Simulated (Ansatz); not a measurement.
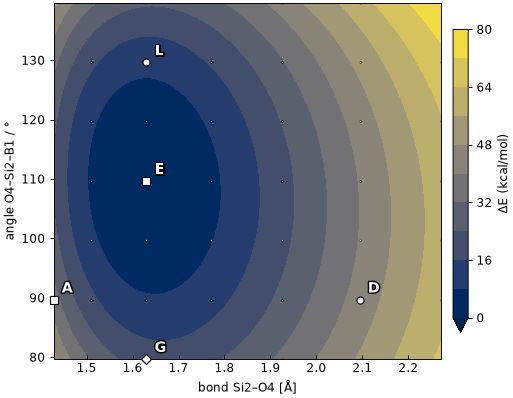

BH3O2Si, SMILES B[Si](=O)O. Two internal coordinates are moved rigidly from the geometry relaxed at PBE0-D4/def2-TZVP, all others fixed. The first coordinate is: bond Si2–O4; the second: angle O4–Si2–B1. The scan uses a 7 × 7 grid. Points are written as (first, second). Energies are in kcal/mol, from the lowest grid point. Theory: RHF-CCSD(T), frozen core/def2-TZVPP (Ansatz).

The picture shows filled contours, dots at the grid points, lettered points. Between grid points the surface is interpolated.

Question: What kind of point is each of D, E: minimum, saddle, maximum or slope?

Answer: D: on a slope; E: minimum. (In these two coordinates alone; a stationary point may lie a little off the grid point.)

Question: Rank the lettered points by energy, lowest first.

Answer: E (0 kcal/mol), L (11 kcal/mol), G (20 kcal/mol), A (36 kcal/mol), D (43 kcal/mol).
